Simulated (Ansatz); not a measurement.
## Electronic structure of F$_{2}$H$_{3}$NOSi (SMILES [NH3+][Si-](=O)(F)F) in real space

Input file:

```
basis:
  gaussian: {orbitals: def2-TZVPD}
crystal:
  periodic: [false, false, false]
  atoms:
    - {symbol: F, position_ang: [0.469766, 0.984910, -0.344557]}
    - {symbol: F, position_ang: [-0.218340, -1.427105, -0.673644]}
    - {symbol: N, position_ang: [-2.091192, 0.360459, -0.135592]}
    - {symbol: O, position_ang: [-0.910411, 0.372972, -2.693862]}
    - {symbol: Si, position_ang: [-0.510471, 0.061835, -1.252551]}
    - {symbol: H, position_ang: [-1.928653, 1.091877, 0.563136]}
    - {symbol: H, position_ang: [-2.381032, -0.494829, 0.348170]}
    - {symbol: H, position_ang: [-2.842204, 0.659933, -0.764842]}
hamiltonian: {xc: pbe0}
output: {forces: true, orbitals: {seedname: orbitals}}
```

Launched as:

```sh
ansatz run input.yaml --threads 1 --pin off --max-ram 2610MiB --events-out events.jsonl --progress --plain --runs-dir runs
```

Geometry: B3LYP-D3(BJ)/def2-SVP.

Level of theory: Ansatz 0.2.0, isolated molecule in a Gaussian basis; Kohn-Sham density functional theory, functional PBE0.

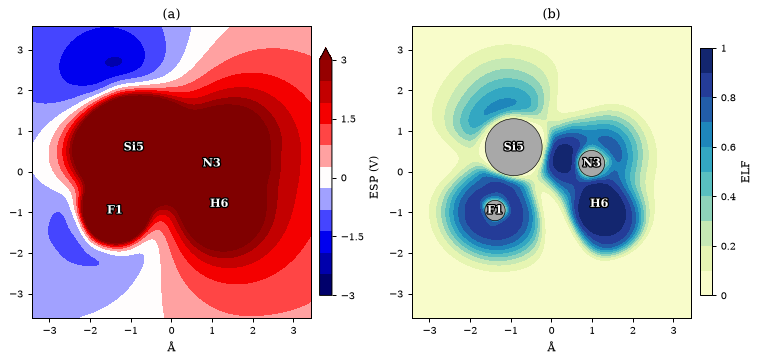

Figure 1. (a) electrostatic potential; (b) ELF on the plane of atoms F1, Si5 and N3. Grey discs cover the atomic cores in the ELF map.

Q: What do the fields say about this system?

A: The plane passes through F, N, Si and H nuclei. Si–F (1.62 Å): the ELF peaks at about 0.85 in the valence shell of F, 0.6 Å from its nucleus, and is about 0.55 at the midpoint. Si–N (1.96 Å): the ELF peaks at about 0.95 between the atoms, as expected for a polar covalent bond. N–H (1.02 Å): the ELF climbs to about 1 towards the hydrogen, as it does in any bond to H: a covalent bond by its length. The ELF also peaks beside F1, away from the bonds: lone-pair regions. Outside the dense part of the molecule the potential is most negative (−2.0 V) near O4, which lies off the plane.

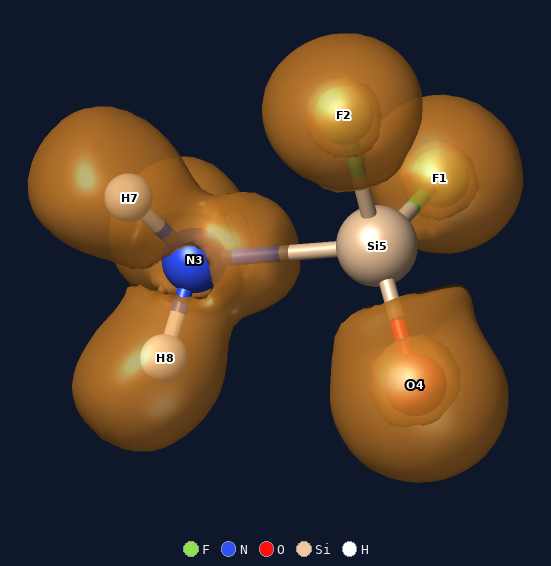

Figure 2. Isosurface of the electron localisation function at 0.75 (orange), seen at a tilt. Core shells and regions of very low density are left out.

Q: Where are the electrons localised?

A: At this value the surface marks out two regions wrapped around F (its lone pairs, merged into a ring or cap), one region wrapped around O (its lone pairs, merged into a ring or cap) and one joined region spread over several atoms (H, N), in which their bonds and any lone pairs are merged. Along the contacts the grid gives the following. Si–O (1.53 Å): the ELF peaks at about 0.85 between the atoms, as expected for a polar covalent bond.

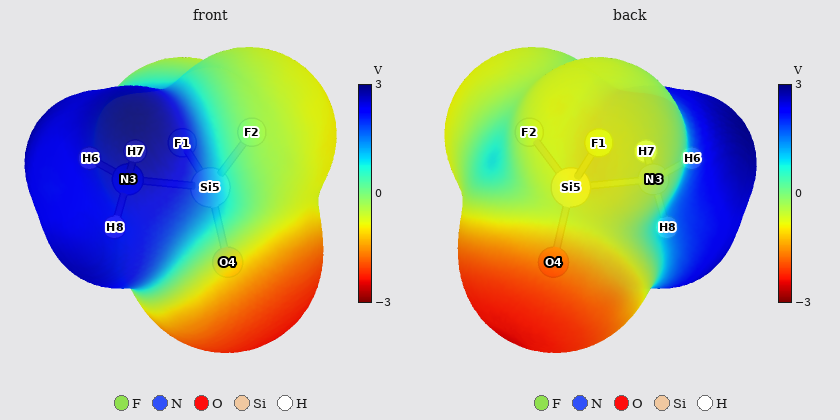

Figure 3. The molecular electrostatic potential painted on the density surface at 0.001 e/bohr³, seen from the front and from behind; the colour scale runs from red (negative) to blue (positive).

Q: Describe the electrostatic potential map.

A: The most negative region (about −2.5 V, or −58 kcal/mol for a unit charge) lies over O4, the most positive (about +2.9 V, or +67 kcal/mol for a unit charge) over H6 and H7. O4 is the likeliest acceptor of a hydrogen bond.

Q: How polar is the molecule by this calculation?

A: Its dipole moment is 7.31 D.

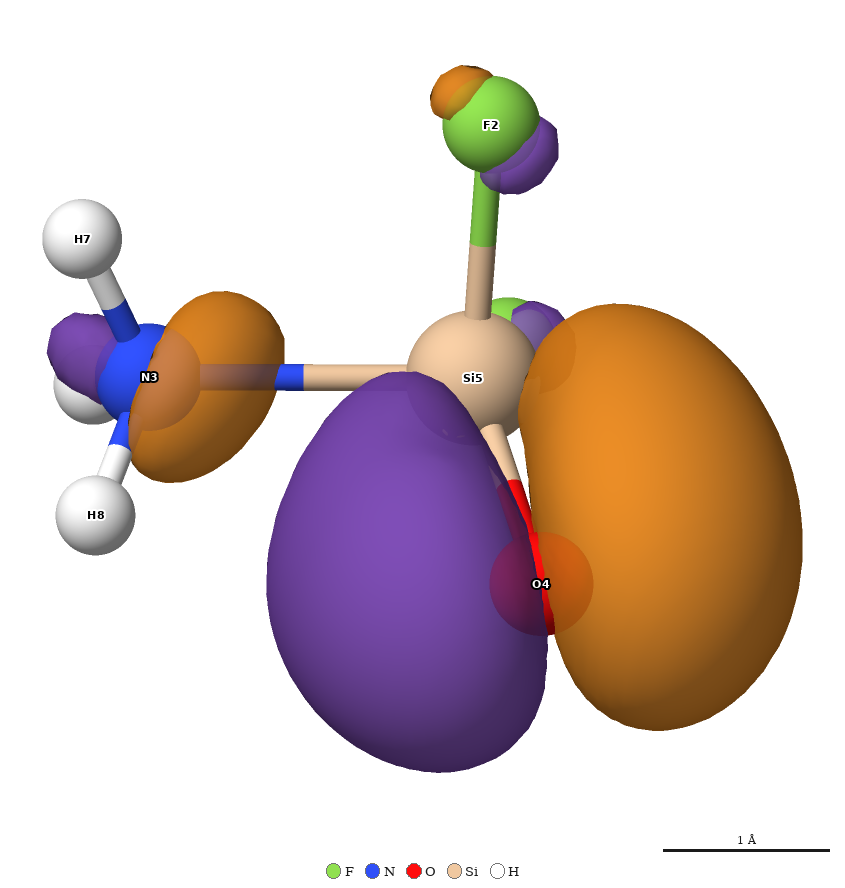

Figure 4. The HOMO−1 at ±0.1 Å⁻³ᐟ² (orange and purple are the two phases), seen at a tilt.

Q: What is the character of this orbital?

A: By Hirshfeld shares it lies mainly on O4 (about 75 %) and Si5 (about 20 %). Its energy is −7.82 eV.
